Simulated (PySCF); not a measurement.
**doublet SnTe+: levels of theory compared**

We compute a comparison of 6 runs (U-r2SCAN/STO-6G, UB3LYP/STO-6G, UPBE0/STO-6G, UCCSDT/STO-6G, UCCSD(T)/STO-6G, FCI/STO-6G) of doublet SnTe+. 

The results are computed with PySCF 2.14.0.

2 further runs of the same task are left out: 2 set aside as unsound or not needed.

**1. The molecule**

SnTe+: 2 atoms, total charge +1, spin state doublet. As SMILES of the parent species, `[Sn][Te]`. The shape comes from GFN2-xTB, which is rough for such elements, and wasn't checked as a minimum. That shape belongs to the parent species and isn't relaxed for this state.

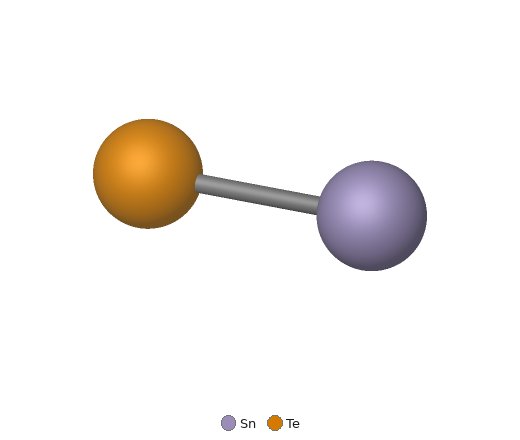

The structure, seen from a chosen angle (tin purple, tellurium orange).

**2. A single-point energy at U-r2SCAN/STO-6G (run 1)**

mol.xyz reads:

```xyz
2

Sn     0.000000     0.000000     0.000000
Te     0.000000     0.000000     2.536770
```

calc.py reads:

```python
from pyscf import gto, dft

molecule = gto.M(
    atom='mol.xyz',
    basis='sto-6g',
    charge=1,
    spin=1,
    verbose=3,
    max_memory=1860,
)

mf = dft.UKS(molecule)
mf.xc = 'r2scan'
mf.grids.level = 5
mf.conv_tol = 1e-10
mf.kernel()
if not mf.converged:
    mf = mf.newton().run(mf.mo_coeff, mf.mo_occ)

etot = mf.e_tot
print('E(%s) = %.9f' % ('R2SCAN', etot))
```

On the command line:

```sh
$ OMP_NUM_THREADS=1 python calc.py
```

The program printed:

```text
WARN: HOMO -0.683381104179751 >= LUMO -0.683381104179747

converged SCF energy = -12579.6284513546  <S^2> = 0.80738596  2S+1 = 2.0565855
E(R2SCAN) = -12579.628451355
```

Run time: 35 s. Hardware: 1 thread of Arm Neoverse V1, shared host; peak memory 0.32 GiB.

**3. The energy at UB3LYP/STO-6G (run 2)**

job.py reads:

```python
from pyscf import gto, dft

molecule = gto.M(
    atom=[
    ('Sn', (0.000000, 0.000000, 0.000000)),
    ('Te', (0.000000, 0.000000, 2.536770)),
],
    max_memory=1860,
    verbose=4,
    basis='sto-6g',
    charge=1,
    spin=1,
)

myscf = dft.UKS(molecule)
myscf.xc = 'b3lyp'
myscf.conv_tol = 1e-10
myscf.grids.level = 5
myscf.kernel()
if not myscf.converged:
    myscf = myscf.newton().run(myscf.mo_coeff, myscf.mo_occ)

etot = myscf.e_tot
print('E = %.10f Eh' % etot)
```

On the command line:

```sh
$ OMP_NUM_THREADS=1 python job.py
```

The program printed:

```text
PySCF version 2.14.0

[INPUT] num. atoms = 2
[INPUT] num. electrons = 101
[INPUT] charge = 1
[INPUT] spin (= nelec alpha-beta = 2S) = 1
[INPUT] symmetry False subgroup None
[INPUT] Mole.unit = angstrom
[INPUT] Symbol           X                Y                Z      unit          X                Y                Z       unit  Magmom
[INPUT]  1 Sn     0.000000000000   0.000000000000   0.000000000000 AA    0.000000000000   0.000000000000   0.000000000000 Bohr   0.0
[INPUT]  2 Te     0.000000000000   0.000000000000   2.536770000000 AA    0.000000000000   0.000000000000   4.793800541013 Bohr   0.0

nuclear repulsion = 542.367163121608
number of shells = 22
number of NR pGTOs = 324
number of NR cGTOs = 54
basis = sto-6g
ecp = {}

[... 34 lines left out ...]
WARN: HOMO -0.687362926431402 >= LUMO -0.687362926431426
[... 50 lines left out ...]
converged SCF energy = -12579.2403307847  <S^2> = 0.76467889  2S+1 = 2.0146254
E = -12579.2403307847 Eh
```

It took 18 s on 1 thread of Arm Neoverse V1, shared host; peak memory 0.31 GiB.

**4. A single-point energy at UPBE0/STO-6G (run 3)**

calc.py reads:

```python
from pyscf import gto, dft

mol = gto.Mole()
mol.atom = '''
Sn     0.000000     0.000000     0.000000
Te     0.000000     0.000000     4.793801
'''
mol.max_memory = 1860
mol.spin = 1
mol.basis = 'sto-6g'
mol.unit = 'bohr'
mol.verbose = 3
mol.charge = 1
mol.build()

mf = dft.UKS(mol, xc='pbe0')
mf.grids.level = 5
mf.conv_tol = 1e-10
mf.kernel()
if not mf.converged:
    mf = mf.newton().run(mf.mo_coeff, mf.mo_occ)

energy = mf.e_tot
print('E = %.10f Eh' % energy)
```

On the command line:

```sh
$ OMP_NUM_THREADS=1 python calc.py
```

The program printed:

```text
WARN: HOMO -0.689616465057657 >= LUMO -0.689616465057629

converged SCF energy = -12578.6682967132  <S^2> = 0.79021334  2S+1 = 2.039817
E = -12578.6682967132 Eh
```

It took 17 s on 1 thread of Arm Neoverse V1, shared host; peak memory 0.31 GiB.

Runs 4 to 5 aren't shown in full; the table further down has their settings and results.

**5. The energy at FCI/STO-6G (run 6)**

calc.py reads:

```python
from pyscf import gto, scf, mcscf

system = gto.M(
    atom='''
Sn     0.000000     0.000000     0.000000
Te     0.000000     0.000000     4.793801
''',
    spin=1,
    basis='sto-6g',
    max_memory=1860,
    unit='bohr',
    verbose=4,
    charge=1,
)

myscf = scf.ROHF(system)
myscf.conv_tol = 1e-10
myscf.kernel()
if not myscf.converged:
    myscf = myscf.newton().run(myscf.mo_coeff, myscf.mo_occ)

cas = mcscf.CASCI(myscf, myscf.mo_coeff.shape[-1] - 36, (system.nelec[0] - 36, system.nelec[1] - 36))  # full CI above the frozen core
cas.fix_spin_(ss=0.75)
cas.kernel()
etot = cas.e_tot
print('Final energy', etot)
```

On the command line:

```sh
$ OMP_NUM_THREADS=1 python calc.py
```

The program printed:

```text
PySCF version 2.14.0

[INPUT] num. atoms = 2
[INPUT] num. electrons = 101
[INPUT] charge = 1
[INPUT] spin (= nelec alpha-beta = 2S) = 1
[INPUT] symmetry False subgroup None
[INPUT] Mole.unit = bohr
[INPUT] Symbol           X                Y                Z      unit          X                Y                Z       unit  Magmom
[INPUT]  1 Sn     0.000000000000   0.000000000000   0.000000000000 AA    0.000000000000   0.000000000000   0.000000000000 Bohr   0.0
[INPUT]  2 Te     0.000000000000   0.000000000000   2.536770242886 AA    0.000000000000   0.000000000000   4.793801000000 Bohr   0.0

nuclear repulsion = 542.367111192142
number of shells = 22
number of NR pGTOs = 324
number of NR cGTOs = 54
basis = sto-6g
ecp = {}

[... 49 lines left out ...]
converged SCF energy = -12574.8673317074
[... 1 line left out ...]
******** <class 'pyscf.mcscf.casci.CASCI'> ********
CAS (15e+14e, 18o), ncore = 36, nvir = 0
natorb = False
canonicalization = True
sorting_mo_energy = False
******** <class 'pyscf.fci.addons.SpinPenaltyFCISolver'> ********
max. cycles = 200
conv_tol = 1e-08
davidson only = True
linear dependence = 1e-12
level shift = 0.001
max iter space = 12
nroots = 1
pspace_size = 400
spin = None
Density matrix diagonal elements [1.99994842 1.99998965 1.99998965 1.99999723 1.99999723 1.99939106
 1.99993454 1.99993453 1.99991521 1.99991521 1.98322586 1.92110377
 1.85654592 1.85654592 1.02987039 0.15613481 0.15613481 0.04142578]
CASCI converged
CASCI E = -12574.9658904446  E(CI) = -211.107504638072  S^2 = 0.7500000
Final energy -12574.965890444551
```

Wall time 6.1 min (1 thread of Arm Neoverse V1, shared host); peak memory 0.68 GiB.

**6. All runs side by side**

```
run            level  integration grid  frozen core orbitals    energy (Eh)  HOMO energy (eV)  LUMO energy (eV)   ⟨S²⟩  wall time
  1  U-r2SCAN/STO-6G                 5                     –  -12579.628451            -10.25             -9.38  0.807       35 s
  2    UB3LYP/STO-6G                 5                     –  -12579.240331            -10.72             -9.24  0.765       18 s
  3     UPBE0/STO-6G                 5                     –  -12578.668297            -10.95             -8.97  0.790       17 s
  4    UCCSDT/STO-6G                 –                    36  -12574.966224            -12.20             -3.58  1.836       15 s
  5  UCCSD(T)/STO-6G                 –                    36  -12574.960745            -12.20             -3.58  1.836        9 s
  6       FCI/STO-6G                 –                    36  -12574.965890                 –                 –      –    6.1 min
```

**7. Results**

```
                                           quantity            value
                                run 6: total energy  -12574.96589 Eh
run 6: correlation energy (36 core orbitals frozen)        -98.6 mEh
```

**Reading.** Against full CI in this basis: UCCSDT -0.3 mEh; UCCSD(T) +5.1 mEh. Totals of different functionals can't be ranked against each other. In runs 1, 2, 3, 4, 5, 6 the basis is minimal, so the values are rough. In runs 1, 2, 3, 4, 5, 6 relativity is left out where basis or elements ask for it. Spin contamination of the reference: run 4 ⟨S²⟩ = 1.84, run 5 ⟨S²⟩ = 1.84. Where it is this large, the reference is a mixture of spin states, and values that rest on it are in doubt. All runs together took 7.7 min, the longest 6.1 min.
